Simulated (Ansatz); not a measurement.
The reference is BeSe in the zinc blende structure (space group F-43m, No. 216; a = 5.129 Å).

The change: every lattice vector is shortened by 1.99 %, atoms relaxed at fixed cell.

Level of theory: Ansatz (a quantum-chemistry and plane-wave program), PBEsol, PAW, cutoff 420 eV, no spin-orbit coupling, earlier PAW set.

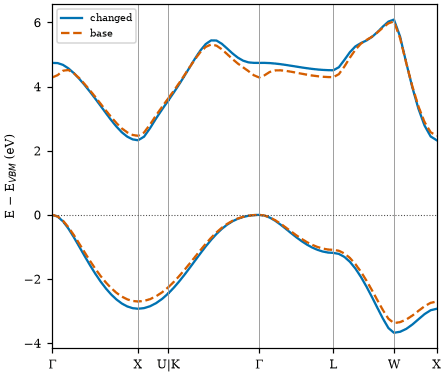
*Highest valence and lowest conduction band along the path, each from its own valence-band maximum*

Q: From the figure, how large is the changed gap, and is it direct?

A: About 2.3 eV, indirect, Γ → X.

The cells carry an imposed strain or load. Whether these cells are dynamically stable was not tested.
